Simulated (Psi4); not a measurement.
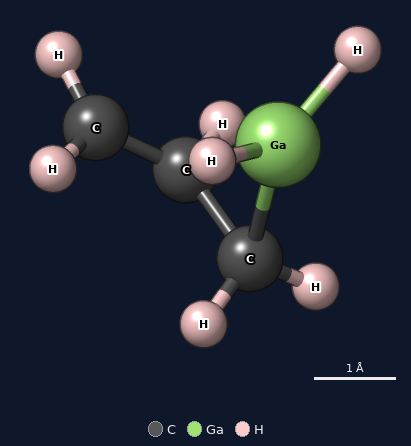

The structure (ball-and-stick view, seen at a tilt). Sticks mark near contacts. Bond lengths as drawn: C–C 1.35 to 1.46 Å, C–Ga 2.02 to 2.30 Å, C–H 1.08 to 1.09 Å and Ga–H 1.56 Å.

## Property calculation, with input and output: C₃H₇Ga (part 1 of 2)

System: C₃H₇Ga.
Method: PBE0/def2-TZVPP, RKS, dispersion D4 (Psi4 1.11).

The geometry was optimised with PBE0/def2-TZVP.

## Output
```
Psi4 1.11 release

   => Loading Basis Set <=

    Name: DEF2-TZVPP
    Role: ORBITAL
    Keyword: BASIS

   => PBE0-D4(BJ,EEQ)ATM: Empirical Dispersion <=

        a1 =       0.400856
        a2 =       5.029288
       alp =      16.000000
        s6 =       1.000000
        s8 =       1.200655
        s9 =       1.000000
        ga =       3.000000
        gc =       2.000000
        wf =       6.000000

         ---------------------------------------------------------
                                   SCF
                              RKS Reference
                        2 Threads,   5245 MiB Core
         ---------------------------------------------------------

  ==> Geometry <==

    Molecular point group: c1
    Full point group: C1

    Geometry (in Angstrom), charge = 0, multiplicity = 1:

       Center              X                  Y                   Z               Mass
    ------------   -----------------  -----------------  -----------------  -----------------
         C           -1.372129687251     1.461963011805    -0.215218003228    12.000000000000
         C           -1.549646687251     0.139513011805     0.012124996772    12.000000000000
         C           -0.854162687251    -0.639502988195     1.038550996772    12.000000000000
         GA           0.717995312749    -0.193805988195    -0.155585003228    68.925573500000
         H           -1.814472687251     1.942360011805    -1.078168003228     1.007825032230
         H           -0.864513687251     2.098988011805     0.501674996772     1.007825032230
         H           -2.090799687251    -0.427116988195    -0.743548003228     1.007825032230
         H           -0.720419687251    -0.141313988195     1.995715996772     1.007825032230
         H           -1.180241687251    -1.668586988195     1.136584996772     1.007825032230
         H            0.893114312749    -0.950211988195    -1.510666003228     1.007825032230
         H            1.632794312749     0.946306011805     0.391273996772     1.007825032230

  Running in c1 symmetry.

  Rotational constants: A =      0.29402  B =      0.12411  C =      0.09990 [cm^-1]
  Rotational constants: A =   8814.61118  B =   3720.58933  C =   2994.91189 [MHz]
  Nuclear repulsion =  249.870929842853769

  Charge       = 0
  Multiplicity = 1
  Electrons    = 56
  Nalpha       = 28
  Nbeta        = 28

  ==> Algorithm <==

  SCF Algorithm Type is DF.
  DIIS enabled.
  MOM disabled.
  Fractional occupation disabled.
  Guess Type is SAD.
  Energy threshold   = 1.00e-06
  Density threshold  = 1.00e-06
  Integral threshold = 1.00e-12

  ==> Primary Basis <==

  Basis Set: DEF2-TZVPP
    Blend: DEF2-TZVPP
    Number of shells: 91
    Number of basis functions: 239
    Number of Cartesian functions: 268
    Spherical Harmonics?: true
    Max angular momentum: 3

  ==> DFT Potential <==

   => LibXC <=

    Version 7.1.2

   => Composite Functional: PBE0-D4BJEEQATM <=

    PBE0-d4bjeeqatm Hyb-GGA Exchange-Correlation Functional

    Deriv               =              1
    GGA                 =           TRUE
    Meta                =          FALSE

    Exchange Hybrid     =           TRUE
    MP2 Hybrid          =          FALSE

   => Exchange Functionals <=

    0.7500   Perdew, Burke & Ernzerhof

   => Exact (HF) Exchange <=

    0.2500               HF

   => Correlation Functionals <=

    1.0000   Perdew, Burke & Ernzerhof

   => LibXC Density Thresholds  <==

    XC_HYB_GGA_XC_PBEH:  1.00E-15

   => Molecular Quadrature <=

    Radial Scheme          =       TREUTLER
    Pruning Scheme         =           NONE
    Nuclear Scheme         =       TREUTLER

    Blocking Scheme        =         OCTREE
    BS radius alpha        =              1
    Pruning alpha          =              1
    Radial Points          =             99
    Spherical Points       =            590
    Total Points           =         605048
    Total Blocks           =           4256
    Max Points             =            256
    Max Functions          =            235
    Weights Tolerance      =       1.00E-15

   => Loading Basis Set <=

    Name: (DEF2-TZVPP AUX)
    Role: JKFIT
    Keyword: DF_BASIS_SCF

  ==> Integral Setup <==

  DFHelper Memory: AOs need 0.274 GiB; user supplied 0.755 GiB.
  SCF_SUBTYPE=INCORE selected. In-core MEM_DF algorithm will be used.
  Using in-core AOs.

  ==> MemDFJK: Density-Fitted J/K Matrices <==

    J tasked:                   Yes
    K tasked:                   Yes
    wK tasked:                   No
    Memory [MiB]:               773
    Algorithm:                 Core
    Schwarz Cutoff:           1E-12
    Mask sparsity (%):       2.4404
    Fitting Condition:        1E-10

   => Auxiliary Basis Set <=

  Basis Set: (DEF2-TZVPP AUX)
    Blend: DEF2-UNIVERSAL-JKFIT
    Number of shells: 177
    Number of basis functions: 617
    Number of Cartesian functions: 778
    Spherical Harmonics?: true
    Max angular momentum: 5

  Cached 100.0% of DFT collocation blocks in 3.087 [GiB].

  Minimum eigenvalue in the overlap matrix is 1.4642218053E-04.
  Reciprocal condition number of the overlap matrix is 1.6254728981E-05.
    Using symmetric orthogonalization.

  ==> Pre-Iterations <==

  SCF Guess: Superposition of Atomic Densities via on-the-fly atomic UHF (no occupation information).

   -------------------------
    Irrep   Nso     Nmo
   -------------------------
     A        239     239
   -------------------------
    Total     239     239
   -------------------------

  ==> Iterations <==

                           Total Energy        Delta E     RMS |[F,P]|

   @DF-RKS iter SAD: -2039.45662919721372   -2.03946e+03   0.00000e+00
   @DF-RKS iter   1: -2040.65023875504176   -1.19361e+00   1.42843e-02 ADIIS/DIIS
   @DF-RKS iter   2: -1984.65747436909646    5.59928e+01   4.19383e-02 ADIIS/DIIS
   @DF-RKS iter   3: -2042.20679372344784   -5.75493e+01   4.42962e-03 ADIIS/DIIS
   @DF-RKS iter   4: -2041.67151446616981    5.35279e-01   5.82248e-03 ADIIS/DIIS
   @DF-RKS iter   5: -2042.96824765213910   -1.29673e+00   7.60358e-04 ADIIS/DIIS
   @DF-RKS iter   6: -2042.98028425832081   -1.20366e-02   5.33121e-04 ADIIS/DIIS
   @DF-RKS iter   7: -2042.98802310314591   -7.73884e-03   1.22886e-04 ADIIS/DIIS
   @DF-RKS iter   8: -2042.98849161288467   -4.68510e-04   2.20888e-05 DIIS
   @DF-RKS iter   9: -2042.98850794309624   -1.63302e-05   6.47754e-06 DIIS
   @DF-RKS iter  10: -2042.98850884512217   -9.02026e-07   1.77588e-06 DIIS
   @DF-RKS iter  11: -2042.98850891194706   -6.68249e-08   1.10865e-06 DIIS
   @DF-RKS iter  12: -2042.98850894753673   -3.55897e-08   2.61154e-07 DIIS
  Energy and wave function converged.

  ==> Post-Iterations <==

   Electrons on quadrature grid:
      Ntotal   =   55.9999990815 ; deviation = -9.185e-07

    Orbital Energies [Eh]
    ---------------------

    Doubly Occupied:

       1A   -372.883169     2A    -46.030128     3A    -40.744712
       4A    -40.741291     5A    -40.740835     6A    -10.259532
       7A    -10.232354     8A    -10.218909     9A     -5.541889
      10A     -3.814374    11A     -3.805782    12A     -3.804419
      13A     -0.856908    14A     -0.841928    15A     -0.835874
      16A     -0.834243    17A     -0.832396    18A     -0.820478
      19A     -0.704341    20A     -0.583330    21A     -0.505553
      22A     -0.462674    23A     -0.445970    24A     -0.399207
      25A     -0.384876    26A     -0.331142    27A     -0.306825
      28A     -0.248755

    Virtual:

      29A     -0.022065    30A      0.002914    31A      0.044358
      32A      0.057294    33A      0.069363    34A      0.086592
      35A      0.105732    36A      0.124803    37A      0.131120
      38A      0.134599    39A      0.166417    40A      0.177641
      41A      0.190326    42A      0.208759    43A      0.211078
      44A      0.220360    45A      0.242504    46A      0.257072
      47A      0.276407    48A      0.286658    49A      0.303719
      50A      0.325117    51A      0.335843    52A      0.339091
      53A      0.351254    54A      0.377427    55A      0.409104
      56A      0.420664    57A      0.434450    58A      0.438513
      59A      0.443519    60A      0.455425    61A      0.466343
      62A      0.495167    63A      0.517649    64A      0.522433
      65A      0.559794    66A      0.575899    67A      0.595395
      68A      0.629230    69A      0.670079    70A      0.719832
      71A      0.737289    72A      0.764997    73A      0.779355
      74A      0.814359    75A      0.835920    76A      0.860224
      77A      0.872537    78A      0.891332    79A      0.902015
      80A      0.932906    81A      0.940190    82A      0.951396
      83A      0.961110    84A      0.998575    85A      1.003789
      86A      1.022544    87A      1.038182    88A      1.054332
      89A      1.068778    90A      1.084369    91A      1.101441
      92A      1.105483    93A      1.135394    94A      1.164450
      95A      1.187631    96A      1.208932    97A      1.228868
      98A      1.238104    99A      1.268705   100A      1.290655
     101A      1.298212   102A      1.328478   103A      1.353249
     104A      1.362529   105A      1.372358   106A      1.418057
     107A      1.428260   108A      1.449562   109A      1.462374
     110A      1.467382   111A      1.512393   112A      1.533219
     113A      1.538513   114A      1.551271   115A      1.589874
     116A      1.609477   117A      1.674036   118A      1.730514
     119A      1.747672   120A      1.830868   121A      1.853924
     122A      1.994120   123A      2.019281   124A      2.106882
     125A      2.155336   126A      2.229420   127A      2.253318
     128A      2.345455   129A      2.372050   130A      2.384508
     131A      2.432107   132A      2.496487   133A      2.522267
     134A      2.550631   135A      2.590923   136A      2.637936
     137A      2.647659   138A      2.671867   139A      2.703599
     140A      2.709542   141A      2.779867   142A      2.791491
     143A      2.802907   144A      2.833833   145A      2.857596
     146A      2.877418   147A      2.933432   148A      2.945559
     149A      2.962591   150A      2.992787   151A      3.019778
     152A      3.035837   153A      3.106153   154A      3.119552
     155A      3.145602   156A      3.185811   157A      3.187930
     158A      3.230509   159A      3.243314   160A      3.272060
     161A      3.302846   162A      3.311880   163A      3.337880
     164A      3.345943   165A      3.353511   166A      3.371665
     167A      3.401469   168A      3.418386   169A      3.450381
     170A      3.483962   171A      3.513054   172A      3.548092
     173A      3.574584   174A      3.597436   175A      3.608662
     176A      3.633452   177A      3.674547   178A      3.688197
     179A      3.699401   180A      3.723109   181A      3.747701
     182A      3.767440   183A      3.784770   184A      3.811130
     185A      3.872192   186A      3.877588   187A      3.886721
     188A      3.917582   189A      3.923401   190A      3.941084
     191A      3.967742   192A      3.980336   193A      3.989651
     194A      4.012295   195A      4.018333   196A      4.045843
     197A      4.065553   198A      4.083841   199A      4.111639
     200A      4.126882   201A      4.138369   202A      4.194543
     203A      4.232523   204A      4.248419   205A      4.258543
     206A      4.331148   207A      4.369024   208A      4.410941
     209A      4.430821   210A      4.504748   211A      4.555269
     212A      4.591432   213A      4.620820   214A      4.628177
     215A      4.652059   216A      4.712080   217A      4.724427
     218A      4.830264   219A      4.851931   220A      4.924273
     221A      4.942132   222A      5.002360   223A      5.067722
     224A      5.097367   225A      5.175463   226A      5.297016
     227A      5.359283   228A      5.396554   229A      5.429253
     230A      5.451093   231A      5.543356   232A      5.610145
     233A      5.676735   234A      5.830569   235A      6.068485
     236A      6.254712   237A     23.108155   238A     23.425260
     239A     23.649053

    Final Occupation by Irrep:
              A
    DOCC [    28 ]
    NA   [    28 ]
    NB   [    28 ]

  @DF-RKS Final Energy: -2042.98850894753673

   => Energetics <=

    Nuclear Repulsion Energy =            249.8709298428537693
    One-Electron Energy =               -3339.6329261244586633
    Two-Electron Energy =                1117.4616317351369617
    DFT Exchange-Correlation Energy =     -70.6810447412377698
    Empirical Dispersion Energy =          -0.0070996598312816
    VV10 Nonlocal Energy =                  0.0000000000000000
    Total Energy =                      -2042.9885089475367295

Computation Completed

Properties will be evaluated at   0.000000,   0.000000,   0.000000 [a0]

Properties computed using the SCF density matrix
```
